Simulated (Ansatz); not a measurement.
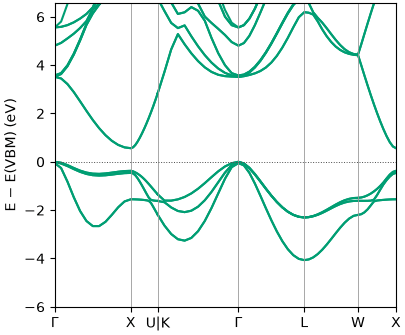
Figure: Band structure from r²SCAN with spin–orbit coupling in the plane-wave PAW code Ansatz

Problem. Read off the gap and where the band edges lie.

Solution. About 0.6 eV (0.56 eV by a search for the band edges); maximum at Γ, minimum at X.

The material is YN (rock salt, Fm-3m).

The r²SCAN relaxation kept the symmetry of its start. The run is not spin-polarised.

Potentials: the later of the program's two PAW sets.
